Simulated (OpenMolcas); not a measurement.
# One shape, several levels: BSiH5 (boranylsilane)

Wanted: a comparison of 6 runs (B3LYP/6-31G*, B3LYP/def2-TZVP, BLYP/def2-TZVP, M06-2X/def2-TZVP, PBE0/def2-TZVP, r2SCAN/def2-TZVP) of BSiH5 (boranylsilane). 

The results are computed with OpenMolcas 26.06.

1 further run of the same task is left out (set aside as unsound or not needed).

## 1. The molecule

BSiH5: 7 atoms, total charge 0, spin state singlet. As SMILES, `B[SiH3]`. The Si2–H7 distance was set to 1.711 Å, away from the relaxed value.

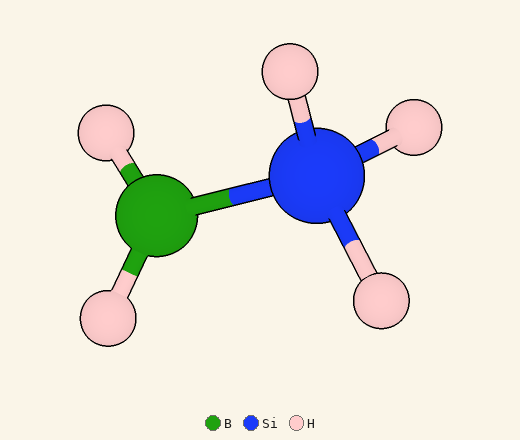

The structure, seen from a chosen angle (boron green, silicon blue, hydrogen pink).

## 2. The energy at B3LYP/6-31G(d) (Cartesian functions) (run 1)

mol.inp

```
&gateway
  baslib=$CurrDir
  coord
  7
  angstrom
  B       -0.251045      -1.269038       0.217952
  Si      -0.118745       0.705262      -0.134848
  H       -1.333845      -1.770638       0.303752
  H        0.698555      -1.982538       0.349052
  H       -0.823845       1.013362      -1.413548
  H       -0.831445       1.436662       0.953252
  H        1.474500       1.318800      -0.239500
  basis=6-31Gs
  group=NoSym

&seward
  gridinput
  Grid=UltraFine
  End of Grid

&scf
  ksdft=B3LYP
  thresholds=1e-10 1e-07 1e-07 1e-05
  prorbitals=1 2
```

The basis set 6-31G* is read from a file made from the Basis Set Exchange's data (not shown).

Started as:

```sh
$ export MOLCAS_MEM=1860
$ pymolcas mol.inp > mol.log
```

Log:

```text
--- Start Module: gateway ---
[...]
--- Stop Module: gateway /rc=_RC_ALL_IS_WELL_ ---
--- Start Module: seward ---
[...]
      Basis functions           44
--- Stop Module: seward /rc=_RC_ALL_IS_WELL_ ---
[...]
--- Start Module: scf ---
[...]
       Convergence after  10 Iterations
[...]
::    Total KS-DFT energy                            -317.2927033670
[...]
      Total spin, S                                     0.0000000000
[...]
      Total electronic charge=   24.000000
      Total            charge=   -0.000000
[...]
      Dipole Moment (debye):
      Origin of the operator (angstrom)=   -0.1569    0.1312   -0.0323
                   X= -3.6283E-01               Y= -6.0828E-01               Z=  1.0788E-01           Total=  7.1644E-01
      Quadrupole Moment (debye*angstrom):
[...]
--- Stop Module: scf /rc=_RC_ALL_IS_WELL_ ---
[...]
```

Wall time 13 s (1 thread of Intel Xeon Platinum 8259CL at 2.50GHz (Skylake/Cascade Lake), shared host); peak memory 0.38 GiB.

## 3. A single-point energy at B3LYP/def2-TZVP (run 2)

job.input

```
>>> EXPORT MOLCAS_PRINT=2

&GATEWAY
  BasLib
  $CurrDir
  Coord
  7
  angstrom
  B       -0.251045      -1.269038       0.217952
  Si      -0.118745       0.705262      -0.134848
  H       -1.333845      -1.770638       0.303752
  H        0.698555      -1.982538       0.349052
  H       -0.823845       1.013362      -1.413548
  H       -0.831445       1.436662       0.953252
  H        1.474500       1.318800      -0.239500
  Basis
  def2-TZVP
  Group
  NoSym

&SEWARD
  GridInput
  Grid=UltraFine
  End of Grid

&SCF
  KSDFT
  B3LYP
  Thresholds
  1e-10 1e-07 1e-07 1e-05
  PrOrbitals
  0
```

The basis set def2-TZVP is read from a file made from the Basis Set Exchange's data (not shown).

Started as:

```sh
$ export MOLCAS_MEM=1860
$ pymolcas job.input > job.log
```

Log:

```text
--- Start Module: gateway ---
[...]
--- Stop Module: gateway /rc=_RC_ALL_IS_WELL_ ---
--- Start Module: seward ---
[...]
      Basis functions           98
--- Stop Module: seward /rc=_RC_ALL_IS_WELL_ ---
[...]
--- Start Module: scf ---
[...]
       Convergence after  12 Iterations
[...]
::    Total KS-DFT energy                            -317.3316424279
[...]
      Total spin, S                                     0.0000000000
[...]
      Total electronic charge=   24.000000
      Total            charge=   -0.000000
[...]
      Dipole Moment (debye):
      Origin of the operator (angstrom)=   -0.1569    0.1312   -0.0323
                   X= -2.9701E-01               Y= -5.2665E-01               Z=  9.3437E-02           Total=  6.1181E-01
      Quadrupole Moment (debye*angstrom):
[...]
--- Stop Module: scf /rc=_RC_ALL_IS_WELL_ ---
[...]
```

Run time: 37 s. Hardware: 1 thread of Intel Xeon Platinum 8259CL at 2.50GHz (Skylake/Cascade Lake), shared host; peak memory 0.55 GiB.

Runs 3 to 4 aren't shown in full; the table further down has their settings and results.

## 4. The energy at PBE0/def2-TZVP (run 5)

job.input

```
* BH5Si Kohn-Sham DFT

&GATEWAY
 BasLib=$CurrDir
 BasisSet
 B.def2-TZVP....
 B1 -0.251045 -1.269038 0.217952 angstrom
 End of Basis
 BasisSet
 Si.def2-TZVP....
 Si2 -0.118745 0.705262 -0.134848 angstrom
 End of Basis
 BasisSet
 H.def2-TZVP....
 H3 -1.333845 -1.770638 0.303752 angstrom
 H4 0.698555 -1.982538 0.349052 angstrom
 H5 -0.823845 1.013362 -1.413548 angstrom
 H6 -0.831445 1.436662 0.953252 angstrom
 H7 1.474500 1.318800 -0.239500 angstrom
 End of Basis

&SEWARD
 GridInput
 Grid=UltraFine
 End of Grid

&SCF
 KSDFT=PBE0
 Thresholds=1e-10 1e-07 1e-07 1e-05
 PrOrbitals=0
```

The basis set def2-TZVP is read from a file made from the Basis Set Exchange's data (not shown).

Started as:

```sh
$ export MOLCAS_MEM=1860
$ pymolcas job.input > job.log
```

Log:

```text
--- Start Module: gateway ---
[...]
--- Stop Module: gateway /rc=_RC_ALL_IS_WELL_ ---
--- Start Module: seward ---
[...]
      Basis functions           98
--- Stop Module: seward /rc=_RC_ALL_IS_WELL_ ---
[...]
--- Start Module: scf ---
[...]
       Convergence after  12 Iterations
[...]
::    Total KS-DFT energy                            -317.1287392778
[...]
      Total spin, S                                     0.0000000000
[...]
      Total electronic charge=   24.000000
      Total            charge=   -0.000000
[...]
      Dipole Moment (debye):
      Origin of the operator (angstrom)=   -0.1569    0.1312   -0.0323
                   X= -2.9198E-01               Y= -5.2157E-01               Z=  9.2538E-02           Total=  6.0485E-01
      Quadrupole Moment (debye*angstrom):
[...]
--- Stop Module: scf /rc=_RC_ALL_IS_WELL_ ---
[...]
```

Run time: 36 s. Hardware: 1 thread of Intel Xeon Platinum 8259CL at 2.50GHz (Skylake/Cascade Lake), shared host; peak memory 0.55 GiB.

## 5. A single-point energy at r2SCAN/def2-TZVP (run 6)

struct.xyz

```xyz
7

B     -0.251045    -1.269038     0.217952
Si    -0.118745     0.705262    -0.134848
H     -1.333845    -1.770638     0.303752
H      0.698555    -1.982538     0.349052
H     -0.823845     1.013362    -1.413548
H     -0.831445     1.436662     0.953252
H      1.474500     1.318800    -0.239500
```

test.inp

```
&GATEWAY
  BASLIB=$CurrDir
  COORD=struct.xyz
  BASIS=def2-TZVP
  GROUP=NoSym

&SEWARD
  GRIDINPUT
  Grid=UltraFine
  End of Grid

&SCF
  KSDFT=2
  1.0 MGGA_X_R2SCAN
  1.0 MGGA_C_R2SCAN
  THRESHOLDS=1e-10 1e-07 1e-07 1e-05
  PRORBITALS=1 1
```

The basis set def2-TZVP is read from a file made from the Basis Set Exchange's data (not shown).

Started as:

```sh
$ export MOLCAS_MEM=1860
$ pymolcas test.inp > test.log
```

Log:

```text
--- Start Module: gateway ---
[...]
--- Stop Module: gateway /rc=_RC_ALL_IS_WELL_ ---
--- Start Module: seward ---
[...]
      Basis functions           98
--- Stop Module: seward /rc=_RC_ALL_IS_WELL_ ---
[...]
--- Start Module: scf ---
[...]
       Convergence after  13 Iterations
[...]
::    Total KS-DFT energy                            -317.2438694888
[...]
      Total spin, S                                     0.0000000000
[...]
      Total electronic charge=   24.000000
      Total            charge=   -0.000000
[...]
      Dipole Moment (debye):
      Origin of the operator (angstrom)=   -0.1569    0.1312   -0.0323
                   X= -3.0759E-01               Y= -4.9413E-01               Z=  8.7586E-02           Total=  5.8859E-01
      Quadrupole Moment (debye*angstrom):
[...]
--- Stop Module: scf /rc=_RC_ALL_IS_WELL_ ---
[...]
```

Wall time 52 s (1 thread of Intel Xeon Platinum 8259CL at 2.50GHz (Skylake/Cascade Lake), shared host); peak memory 0.55 GiB.

## 6. All runs side by side

```csv
run,level,Cartesian functions,energy (Eh),dipole moment (D),HOMO energy (eV),LUMO energy (eV),wall time
1,B3LYP/6-31G* (Cartesian functions),yes,-317.292703,0.72,-8.18,-2.44,13 s
2,B3LYP/def2-TZVP,no,-317.331642,0.61,-8.31,-2.76,37 s
3,BLYP/def2-TZVP,no,-317.269686,0.56,-7.18,-3.40,39 s
4,M06-2X/def2-TZVP,no,-317.252017,0.62,-9.58,-1.56,45 s
5,PBE0/def2-TZVP,no,-317.128739,0.60,-8.50,-2.55,36 s
6,r2SCAN/def2-TZVP,no,-317.243869,0.59,-7.56,-3.21,52 s
```

## 7. Outcome

| quantity | value |
| --- | --- |
| run 6: total energy | -317.24387 Eh |
| run 6: dipole moment | 0.59 D |
| run 6: HOMO energy | -7.56 eV |
| run 6: LUMO energy | -3.21 eV |
| run 6: HOMO–LUMO gap | 4.34 eV |

What this shows: The dipole moment (its size) runs from 0.56 D (BLYP/def2-TZVP) to 0.72 D (B3LYP/6-31G*). The two ends differ in method and basis. The HOMO–LUMO gap runs from 3.78 eV (BLYP/def2-TZVP) to 8.01 eV (M06-2X/def2-TZVP). Totals of different functionals can't be ranked against each other. All runs together took 3.7 min, the longest 52 s.
